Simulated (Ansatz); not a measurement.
## Molecular dynamics of CH8OSi2 (part 3 of 3)

The same run, continued: CH8OSi2; RKS B3LYP/6-31G (Ansatz 0.2.0). It belongs to a series of runs on one base structure; here: dynamics from the start.

Geometry of the input (Å):
```
Si -0.1196  -0.0444  -0.1186
Si 0.0331  -0.0716  2.2565
H  -1.3602  -0.0532  2.8246
H  0.7204  -1.3109  2.7594
H  0.7746  1.1260  2.7768
O  1.4288  -0.0339  -0.9251
C  2.4128  -1.0887  -0.8062
H  2.0067  -2.0609  -1.1178
H  3.2424  -0.8242  -1.4648
H  2.7912  -1.1769  0.2218
H  -0.7853  1.2118  -0.5877
H  -0.9349  -1.2363  -0.5690
```

Output, continued
```
md step   247: t =    61.75 fs  T =   788.4 K  F+E_penalty+E_count = -18965.84679713 eV  E_kin = 1.019090 eV  conserved = -18964.82770700 eV  (25 SCF iters)
md step   248: t =    62.00 fs  T =   777.1 K  F+E_penalty+E_count = -18965.83219606 eV  E_kin = 1.004440 eV  conserved = -18964.82775580 eV  (25 SCF iters)
md step   249: t =    62.25 fs  T =   769.4 K  F+E_penalty+E_count = -18965.82231731 eV  E_kin = 0.994517 eV  conserved = -18964.82779999 eV  (25 SCF iters)
these checks for a lower state are left out or cut short: starts, cluster_reference, orbital_swaps, neighbouring_geometries, increment
799 factors; integrals over basis functions are off by at most 2.0e-4 eV
mean field -18965.81653565 eV, -696.9809021931 hartree, gradient 1.2e-5 eV, S^2 0.000000; 0 other end points of the search recorded, 0 dependent functions left out
the calculation of the forces begins
reference -18965.81680799 eV, -696.9809122012 hartree; 25, 25 occupied and 35, 35 virtual orbitals, 799 factors
799 factors; integrals over basis functions are off by at most 2.0e-4 eV
mean field evaluation 1920: about -18965.8165 eV, gradient 1.2e-5 eV
mean field -18965.81653565 eV, -696.9809021931 hartree, gradient 1.2e-5 eV, S^2 0.000000; 1 other end points of the search recorded, 0 dependent functions left out
the calculation of the forces begins
reference -18965.81680799 eV, -696.9809122012 hartree; 25, 25 occupied and 35, 35 virtual orbitals, 799 factors
md step   250: t =    62.50 fs  T =   764.9 K  F+E_penalty+E_count = -18965.81653565 eV  E_kin = 0.988702 eV  conserved = -18964.82783333 eV  (27 SCF iters)
```

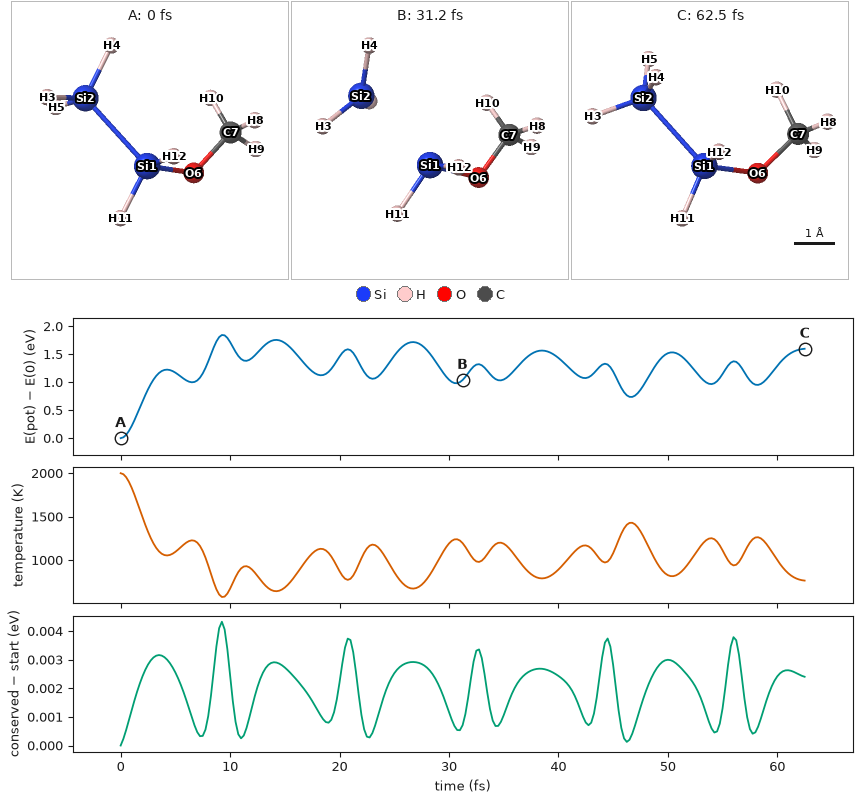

**Figure 1.** Frames of the molecular dynamics (ball-and-stick, seen at a tilt) above the curves, on which the letters mark them. The trajectory kept here has 251 frames over 62.5 fs. The temperature starts at 2000 K, ranges from 576 to 2000 K and averages 1048 K over the second half. The potential energy ends 1.599 eV above its first value. The conserved quantity stays within 0.0043 eV. After an unweighted best fit of the last frame on the first, the root-mean-square displacement is 0.71 Å, and H4 has moved furthest (1.45 Å).

```
Total energy: -18965.81680799 eV, -696.9809122012 hartree
Atom 0 at    -0.193543    -0.084426    -0.053370 Å, force     2.023008    -0.494567    -0.868646 eV/Å
Atom 1 at     0.015670    -0.027501     2.305086 Å, force     0.307390    -1.390671    -0.676387 eV/Å
Atom 2 at    -0.985089     0.842400     2.832420 Å, force    -0.618541     1.432478     0.689246 eV/Å
Atom 3 at    -0.841110    -1.278772     2.358834 Å, force     0.531060    -0.293203     0.591355 eV/Å
Atom 4 at     1.348074    -0.099588     3.028181 Å, force    -0.418812     0.055770    -0.184328 eV/Å
Atom 5 at     1.482423    -0.044143    -1.011700 Å, force    -1.558986    -1.256361     0.798730 eV/Å
Atom 6 at     2.575566    -1.054515    -0.962050 Å, force     1.583866     1.795271     3.993906 eV/Å
Atom 7 at     2.408401    -2.063441    -1.307480 Å, force    -0.566846    -0.179520    -0.460884 eV/Å
Atom 8 at     3.421866    -0.533054    -1.461975 Å, force    -0.582164    -0.613831    -0.040008 eV/Å
Atom 9 at     3.053396    -1.202640     0.265870 Å, force    -1.528054     0.369787    -3.211735 eV/Å
Atom 10 at    -1.064961     0.944865    -0.652035 Å, force     0.190820     0.656249    -0.278646 eV/Å
Atom 11 at    -1.131881    -1.291983    -0.160934 Å, force     0.637257    -0.081403    -0.352602 eV/Å
Dipole moment:     0.034801    -0.155340     0.210116 e Å
```

Trajectory as extended XYZ (Å, eV, eV/Å), 17 of the 251 frames kept, from step=0 to step=250
```
12
Properties=species:S:1:pos:R:3:forces:R:3 step=0 time_fs=0.0 energy=-18967.41544 temperature=2000.0
Si   -0.1196   -0.0444   -0.1186    0.0066   0.0019  -0.0083
Si    0.0331   -0.0716    2.2565    0.0003  -0.0048  -0.0042
H    -1.3602   -0.0532    2.8246   -0.0009   0.0013   0.0022
H     0.7204   -1.3109    2.7594   -0.0003   0.0012   0.0005
H     0.7746    1.1260    2.7768    0.0004   0.0024   0.0027
O     1.4288   -0.0339   -0.9251   -0.0094   0.0000   0.0076
C     2.4128   -1.0887   -0.8062    0.0012   0.0039  -0.0008
H     2.0067   -2.0609   -1.1178   -0.0006  -0.0033  -0.0019
H     3.2424   -0.8242   -1.4648   -0.0001  -0.0017   0.0005
H     2.7912   -1.1769    0.2218    0.0014   0.0000   0.0001
H    -0.7853    1.2118   -0.5877    0.0003   0.0000   0.0005
H    -0.9349   -1.2363   -0.5690    0.0010  -0.0007   0.0011
12
Properties=species:S:1:pos:R:3:forces:R:3 step=16 time_fs=4.0 energy=-18966.19526 temperature=1058.4
Si   -0.1409   -0.0700   -0.1023    1.8337  -1.6070  -0.4879
Si    0.0238   -0.0740    2.2573   -0.8453  -0.0511   1.6981
H    -1.4025    0.2284    2.9904    1.1392  -0.6572  -0.9346
H     0.7177   -1.2777    2.9066   -0.4662   0.1344  -0.2915
H     0.7689    1.0516    2.9063    0.2975   0.2869  -0.4146
O     1.4675    0.0329   -1.0008   -0.9211  -1.8498   0.9468
C     2.4276   -1.1288   -0.8101   -0.2736   0.3200   2.1563
H     2.0543   -2.1894   -1.1810    0.3835   2.0882   1.0710
H     3.2550   -0.8187   -1.4578    0.2153  -0.2967   0.4535
H     2.7523   -1.0877    0.4438   -0.6479  -0.6740  -3.7459
H    -0.6254    1.2148   -0.3745   -1.0617   1.7696  -0.6407
H    -1.0049   -1.2447   -0.6188    0.3467   0.5368   0.1896
12
Properties=species:S:1:pos:R:3:forces:R:3 step=31 time_fs=7.8 energy=-18966.16052 temperature=1029.6
Si   -0.1528   -0.0993   -0.0895    1.8902   2.1698  -1.1743
Si    0.0116   -0.0763    2.2658   -0.2525   0.5069   2.0658
H    -1.3040    0.4075    3.0283    0.5084  -0.8837  -0.9089
H     0.6570   -1.2338    3.0081   -0.4446  -0.2146  -0.2955
H     0.8014    1.0163    2.9708    0.3386   0.1464  -0.8171
O     1.4960    0.0804   -1.0638   -1.5615  -2.5262   1.5545
C     2.4397   -1.1596   -0.7918   -0.0190   4.2481  -2.3642
H     2.1295   -2.0892   -1.1230   -1.3196  -1.9034  -0.6287
H     3.2944   -0.8496   -1.3966    0.2412  -0.2259   0.2279
H     2.6405   -1.0865    0.2114    0.8237  -0.3545   2.5929
H    -0.5963    1.3932   -0.2500   -0.2144  -1.0873  -0.2445
H    -1.0308   -1.1901   -0.6439    0.0095   0.1243  -0.0080
12
Properties=species:S:1:pos:R:3:forces:R:3 step=47 time_fs=11.8 energy=-18966.01590 temperature=918.0
Si   -0.1550   -0.1201   -0.0817    2.2376   3.5098  -0.9602
Si   -0.0021   -0.0764    2.2849    1.7488   0.1848   0.6717
H    -1.1484    0.4824    2.9499   -1.6436  -0.0299   0.1820
H     0.5293   -1.2205    3.0760   -0.2226  -0.5714  -0.0893
H     0.8858    0.9992    2.9225    0.3020  -0.0730  -0.8629
O     1.5126    0.1074   -1.1166   -1.2608  -2.9597   1.9918
C     2.4491   -1.1493   -0.8012   -1.0586   1.3520   0.7177
H     2.0605   -2.1494   -1.1150   -0.0536   0.8996   0.0054
H     3.3750   -0.9134   -1.3039    0.2492  -0.0035  -0.2825
H     2.6212   -1.1368    0.3055   -0.0107  -0.1911  -0.7903
H    -0.6053    1.4522   -0.1601    0.0239  -1.7604  -0.3195
H    -1.0591   -1.1168   -0.6743   -0.3116  -0.3571  -0.2639
12
Properties=species:S:1:pos:R:3:forces:R:3 step=62 time_fs=15.5 energy=-18965.79441 temperature=747.9
Si   -0.1464   -0.1235   -0.0793    1.9918   1.1449  -1.1104
Si   -0.0073   -0.0755    2.3070    1.5501  -0.1447   0.3419
H    -1.1927    0.5371    2.8827   -1.1299   0.1058   0.0748
H     0.3758   -1.2777    3.1230   -0.1643  -0.1817  -0.1685
H     1.0040    0.9740    2.7620    0.0263  -0.2327  -0.4593
O     1.5172    0.1073   -1.1487   -0.7937  -2.8285   2.2519
C     2.4462   -1.1198   -0.8171   -0.7436  -0.3401   2.8562
H     1.9678   -2.1454   -1.1260    0.8772   1.9504   0.3379
H     3.4647   -0.9770   -1.2430   -0.9447   0.1060  -0.0694
H     2.6379   -1.1958    0.4748   -0.5798   0.2406  -3.6381
H    -0.6167    1.2895   -0.1208   -0.3573   0.1500  -0.4906
H    -1.1167   -1.0854   -0.7312    0.2678   0.0301   0.0735
12
Properties=species:S:1:pos:R:3:forces:R:3 step=78 time_fs=19.5 energy=-18966.10904 temperature=990.2
Si   -0.1262   -0.1218   -0.0827    1.8799  -1.0855  -1.2719
Si   -0.0057   -0.0751    2.3323   -0.5775   0.0784   0.2484
H    -1.3795    0.5990    2.8163    1.1863  -0.5627  -0.4864
H     0.1899   -1.3605    3.1466    0.0303   0.4618  -0.3211
H     1.1333    0.9146    2.5278   -0.2593  -0.2358   0.2339
O     1.5141    0.0818   -1.1621   -0.9929  -1.4406   2.3519
C     2.4352   -1.0875   -0.8019   -0.0506   2.3998  -1.7749
H     1.9573   -1.9366   -1.1180   -0.9726  -2.5130  -1.3545
H     3.4471   -1.0228   -1.2023   -0.2513   0.5641  -0.7137
H     2.5804   -1.2230    0.2012    0.1959   0.2322   3.2559
H    -0.6908    1.1595   -0.1500   -0.8054   2.0315  -0.4758
H    -1.1407   -1.0522   -0.7817    0.6172   0.0698   0.3081
12
Properties=species:S:1:pos:R:3:forces:R:3 step=94 time_fs=23.5 energy=-18966.31655 temperature=1150.6
Si   -0.0967   -0.1230   -0.0930    0.2377   1.7750  -1.0832
Si   -0.0063   -0.0743    2.3585   -0.8245   0.0764  -0.9994
H    -1.4141    0.5877    2.6870    1.2970  -0.2583  -0.1638
H     0.0106   -1.3833    3.1259    0.3623   0.3375  -0.1255
H     1.2253    0.8202    2.3278   -0.3513  -0.1313   0.8112
O     1.5012    0.0428   -1.1530   -1.4447   0.3018   2.0458
C     2.4174   -1.0367   -0.8061   -1.7769  -2.4065   0.1587
H     1.8872   -1.9521   -1.2425    1.1476   0.4195   0.6527
H     3.3929   -0.9866   -1.2580    0.3593   0.6855  -0.3739
H     2.5396   -1.2271    0.3014   -0.0166   0.4146  -0.8446
H    -0.8515    1.2607   -0.2454    0.7885  -0.7603  -0.0588
H    -1.0802   -1.0159   -0.7930    0.2217  -0.4539  -0.0192
12
Properties=species:S:1:pos:R:3:forces:R:3 step=109 time_fs=27.2 energy=-18965.72348 temperature=693.3
Si   -0.0674   -0.1167   -0.1079   -0.6810   2.1500  -0.7219
Si   -0.0101   -0.0734    2.3782    1.0087  -0.5997  -2.2403
H    -1.2918    0.5514    2.5450   -0.8302   0.9956   0.4062
H    -0.1102   -1.3632    3.0903    0.4862  -0.2884   0.2235
H     1.2660    0.7149    2.2482   -0.1486   0.1150   1.0468
O     1.4766    0.0081   -1.1267   -1.9805   1.4139   1.4409
C     2.3842   -1.0086   -0.8217    0.7564  -3.1641   1.3160
H     1.9360   -1.9665   -1.3029    0.9999   0.7170   1.1968
H     3.3679   -0.8642   -1.3513   -0.7433   0.2320   0.9369
H     2.5205   -1.1971    0.4620    0.0155   0.3923  -3.6087
H    -0.9122    1.2865   -0.3467    1.2050  -1.2836   0.1809
H    -0.9907   -1.0405   -0.8035   -0.0879  -0.6799  -0.1772
12
Properties=species:S:1:pos:R:3:forces:R:3 step=125 time_fs=31.2 energy=-18966.37470 temperature=1195.4
Si   -0.0398   -0.0998   -0.1277   -1.3531  -0.2674  -0.2248
Si   -0.0098   -0.0757    2.3877    0.4534  -0.7875  -2.3561
H    -1.2595    0.6468    2.4476   -0.6409   0.8771   0.5354
H    -0.1708   -1.3748    3.0808    0.3318  -0.1671   0.1929
H     1.2917    0.6210    2.3147    0.2402   0.3749   0.9792
O     1.4319   -0.0163   -1.0858   -2.0025   1.6195   0.3050
C     2.3581   -1.0119   -0.8229    1.9658   0.8710  -2.3098
H     2.1061   -1.9336   -1.2325   -0.7916  -2.1218  -0.8396
H     3.2654   -0.6989   -1.3382    0.4842  -0.1160   0.2560
H     2.5096   -1.1151    0.1811    0.9302  -0.4707   3.0947
H    -0.8146    1.1476   -0.4320    0.2119   0.2592   0.0082
H    -0.8995   -1.1550   -0.8301    0.1708  -0.0711   0.3589
12
Properties=species:S:1:pos:R:3:forces:R:3 step=141 time_fs=35.2 energy=-18966.33758 temperature=1167.2
Si   -0.0194   -0.0849   -0.1479   -2.3941  -2.7648   1.7501
Si   -0.0072   -0.0815    2.3845   -0.8565   0.5220  -1.9476
H    -1.3066    0.8572    2.4319    1.2496  -0.7076   0.5206
H    -0.1816   -1.4065    3.0976    0.0807   0.3677  -0.0852
H     1.3410    0.5769    2.5286   -0.2648   0.1128   0.6511
O     1.3708   -0.0265   -1.0420    1.2243   0.1145  -1.0138
C     2.3536   -1.0150   -0.8494    2.0422  -0.9317   1.0891
H     2.1998   -2.0889   -1.2252   -0.3391   1.5705   0.1398
H     3.2239   -0.5504   -1.2896    0.6700  -0.5650  -0.5128
H     2.6228   -1.0879    0.2496   -0.3265  -0.2347  -0.7360
H    -0.6993    1.0667   -0.5253   -1.1989   2.0855  -0.4879
H    -0.7870   -1.2825   -0.8061    0.1130   0.4307   0.6326
12
Properties=species:S:1:pos:R:3:forces:R:3 step=156 time_fs=39.0 energy=-18965.86507 temperature=802.6
Si   -0.0134   -0.0818   -0.1588   -5.3595   0.0907   2.6580
Si   -0.0081   -0.0847    2.3719    0.1485   1.3390  -1.1231
H    -1.2044    0.9741    2.4883    0.9561  -0.9835   0.4114
H    -0.1801   -1.3944    3.1048   -0.1855   0.2172  -0.1397
H     1.3508    0.5510    2.8153   -0.8969  -0.2635  -0.0864
O     1.3243   -0.0345   -1.0097    5.1317  -0.9280  -2.4239
C     2.3714   -1.0227   -0.8757    2.6293   0.9473   3.2989
H     2.2309   -2.0840   -1.2207   -0.4099   1.1906  -0.0617
H     3.2608   -0.4917   -1.2991   -0.5448  -1.0914  -0.0825
H     2.7223   -1.1063    0.3881   -1.1281   0.0096  -3.3020
H    -0.7161    1.2105   -0.6570    0.0853  -0.7249   0.4891
H    -0.6711   -1.3515   -0.7021   -0.4262   0.1970   0.3619
12
Properties=species:S:1:pos:R:3:forces:R:3 step=172 time_fs=43.0 energy=-18966.29649 temperature=1135.0
Si   -0.0335   -0.0789   -0.1567   -4.3181   1.2843   2.3037
Si   -0.0079   -0.0817    2.3525    1.6332   0.5585  -0.4047
H    -0.9775    0.9752    2.6105   -0.9274   0.3493   0.4179
H    -0.2065   -1.3556    3.0935   -0.4295  -0.2971  -0.0999
H     1.2423    0.4888    3.1074   -0.4383  -0.2760  -0.7437
O     1.3197   -0.0505   -0.9967    5.0897  -0.4808  -2.1914
C     2.4196   -1.0177   -0.8652   -0.7644   2.2965  -1.2370
H     2.1957   -1.9658   -1.2478   -0.6138  -1.4866  -1.0301
H     3.2574   -0.5631   -1.3403    0.6815   0.1417  -0.7986
H     2.6829   -1.1266    0.1207    0.5626  -0.2875   2.9318
H    -0.7364    1.2832   -0.7335    0.3482  -1.6050   0.8477
H    -0.6108   -1.4005   -0.5397   -0.8236  -0.1974   0.0041
12
Properties=species:S:1:pos:R:3:forces:R:3 step=188 time_fs=47.0 energy=-18966.65473 temperature=1412.0
Si   -0.0761   -0.0705   -0.1424   -0.5104  -0.9364   1.4402
Si    0.0000   -0.0754    2.3308    0.6806   0.2429   0.3741
H    -0.8687    1.0113    2.7933   -1.1392   0.3155   0.0158
H    -0.2958   -1.3534    3.0619   -0.4550  -0.2121  -0.3830
H     1.0767    0.3874    3.2954    0.7180  -0.0540  -0.7019
O     1.3616   -0.0708   -1.0037    1.8510   0.5840  -0.5298
C     2.4609   -0.9897   -0.8708   -0.8795  -1.9455  -0.6450
H     2.1000   -1.9730   -1.3747    0.8187   1.0874   0.9462
H     3.3171   -0.6382   -1.4677   -0.2196   0.1425   0.5084
H     2.7087   -1.1978    0.2089    0.0758   0.2492  -0.9441
H    -0.7163    1.1401   -0.6940   -0.5339   0.0845   0.0459
H    -0.6646   -1.4632   -0.3731   -0.4065   0.4421  -0.1266
12
Properties=species:S:1:pos:R:3:forces:R:3 step=203 time_fs=50.8 energy=-18965.89390 temperature=825.1
Si   -0.1191   -0.0673   -0.1211    2.4676  -2.9565   1.1783
Si    0.0108   -0.0680    2.3126   -1.1034   0.9161   1.6803
H    -0.9124    1.0790    2.9611    0.0742  -0.9405  -0.9463
H    -0.4396   -1.3773    2.9802   -0.1842   0.2444  -0.6413
H     1.0086    0.2823    3.3743    1.0663   0.0051  -0.5792
O     1.4178   -0.0847   -1.0155   -1.3401   1.8150   0.6158
C     2.4872   -0.9799   -0.8951    0.7063  -2.1258   1.8462
H     2.1010   -1.8834   -1.3947    0.5984  -0.6752   0.6025
H     3.3589   -0.6821   -1.5333   -0.4676   0.3333   1.0994
H     2.7821   -1.2541    0.3480   -0.4744   0.8138  -3.6212
H    -0.7747    1.0244   -0.6554   -1.3423   1.8703  -0.9199
H    -0.7735   -1.4678   -0.2352   -0.0009   0.7001  -0.3146
12
Properties=species:S:1:pos:R:3:forces:R:3 step=219 time_fs=54.8 energy=-18966.34009 temperature=1168.7
Si   -0.1539   -0.0762   -0.0935    1.8142   0.5469  -0.8130
Si    0.0170   -0.0555    2.3017   -1.3607   0.7510   2.1146
H    -0.9565    1.0285    3.0100    0.4856  -0.7931  -1.0337
H    -0.6176   -1.3706    2.8042    0.2185   0.3370  -0.4194
H     1.0817    0.1681    3.3670    0.4976  -0.1221  -0.7989
O     1.4658   -0.0832   -1.0229   -3.1439   1.9786   0.9422
C     2.5218   -0.9935   -0.9005   -1.0578  -0.6375  -2.5253
H     2.1769   -1.8974   -1.3485    0.0537  -1.3999  -0.4426
H     3.3610   -0.6746   -1.4739    0.7545   0.7016  -0.4661
H     2.8061   -1.2087    0.0459    1.0707  -0.4768   3.5318
H    -0.9845    1.0989   -0.7098    0.7144  -0.8155   0.4161
H    -0.8955   -1.3835   -0.1354   -0.0467  -0.0702  -0.5055
12
Properties=species:S:1:pos:R:3:forces:R:3 step=234 time_fs=58.5 energy=-18966.44582 temperature=1250.6
Si   -0.1771   -0.0834   -0.0708    1.4994   1.5001  -1.3484
Si    0.0166   -0.0405    2.3014   -0.1010  -0.5354   0.8262
H    -0.9445    0.8856    2.9241   -0.3471   0.7496  -0.0136
H    -0.7571   -1.3230    2.5830    0.4458  -0.0503   0.0697
H     1.2204    0.0461    3.2531   -0.1619  -0.1222  -0.7472
O     1.4852   -0.0657   -1.0218   -2.5713   0.3546   0.9650
C     2.5458   -1.0164   -0.9275    0.7238  -1.7242   0.3106
H     2.2671   -2.0616   -1.3419    0.4341   1.5629   0.3176
H     3.4260   -0.5889   -1.4515   -0.6236  -0.2806  -0.2263
H     2.9437   -1.2037    0.1045   -0.6059   0.2066  -0.2573
H    -1.1072    1.0935   -0.7216    1.3017  -1.1397   0.6497
H    -1.0151   -1.3081   -0.1101    0.0060  -0.5214  -0.5461
12
Properties=species:S:1:pos:R:3:forces:R:3 step=250 time_fs=62.5 energy=-18965.81654 temperature=764.9
Si   -0.1935   -0.0844   -0.0534    2.0230  -0.4946  -0.8686
Si    0.0157   -0.0275    2.3051    0.3074  -1.3907  -0.6764
H    -0.9851    0.8424    2.8324   -0.6185   1.4325   0.6892
H    -0.8411   -1.2788    2.3588    0.5311  -0.2932   0.5914
H     1.3481   -0.0996    3.0282   -0.4188   0.0558  -0.1843
O     1.4824   -0.0441   -1.0117   -1.5590  -1.2564   0.7987
C     2.5756   -1.0545   -0.9620    1.5839   1.7953   3.9939
H     2.4084   -2.0634   -1.3075   -0.5668  -0.1795  -0.4609
H     3.4219   -0.5331   -1.4620   -0.5822  -0.6138  -0.0400
H     3.0534   -1.2026    0.2659   -1.5281   0.3698  -3.2117
H    -1.0650    0.9449   -0.6520    0.1908   0.6562  -0.2786
H    -1.1319   -1.2920   -0.1609    0.6373  -0.0814  -0.3526
```
